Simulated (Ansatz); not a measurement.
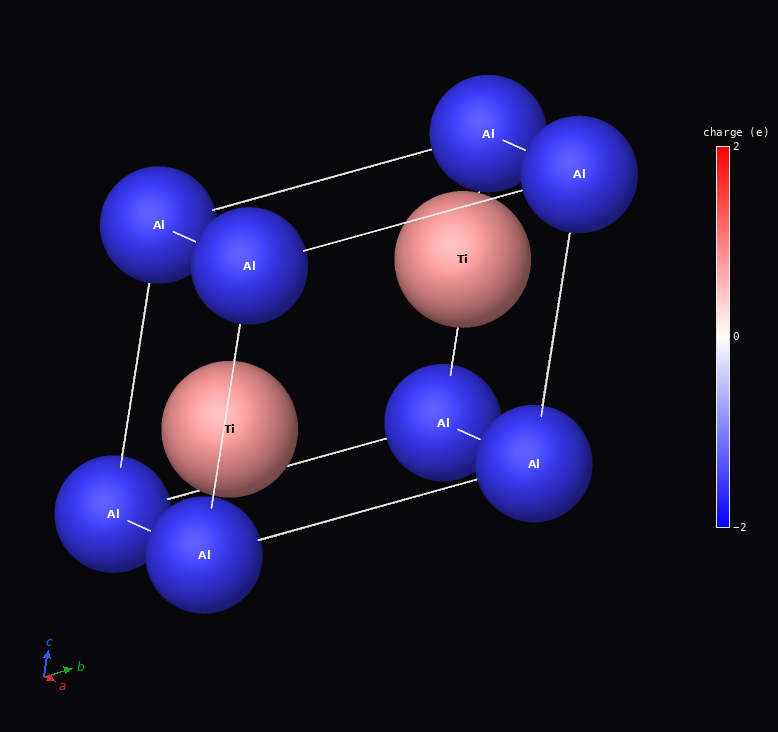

Shown here is a spheres-only view of the crystal, taken slightly off an axis. The box is the simulation cell; atoms on or close to its faces, edges and corners are drawn wherever they repeat. The atoms of this Ti$_{2}$Al cell are coloured by their Bader charge.

The numbers come from DFT PBE, scalar-relativistic, plane waves, PAW (Ansatz), using a cutoff energy of 420 eV, a 14×14×14 grid in reciprocal space, Gaussian smearing of 0.1 eV, no spin polarisation.

What charges do the elements carry?

Most positive: Ti; most negative: Al. Charges: about Ti +0.8 e; Al -1.5 e.

The structure comes from a structure type filled with these elements by a generator (whether the compound takes this form wasn't checked). Earlier steps of the study, as a rule a relaxation of our own, may have changed the cell and positions, so they can lie some per cent off the listed ones. It was run through Ansatz as a DFT input.
